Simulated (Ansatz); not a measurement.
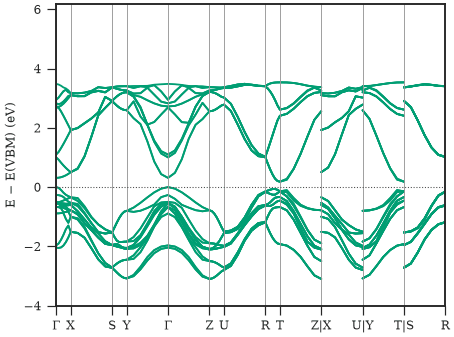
Figure. Band structure from PBE with spin–orbit coupling in the plane-wave PAW code Ansatz

The gap is 0.17 eV; an edge lies off the plotted path or next to a special point (maximum at Γ, minimum off the standard path).

The material is LaN in space group Pnma (No. 62; La on 4c, N on 4c).

The start of the workflow was typed in or built on a structure type; neither database checked (COD, Materials Project) lists it. COD files the formula under space group No. 225, so this cell is another polymorph or a model. Whether it is the stable phase at ambient conditions was not checked. The PBE relaxation kept the symmetry of its start; whether a distortion lowers the energy is not shown.

Potentials: the later of the program's two PAW sets.
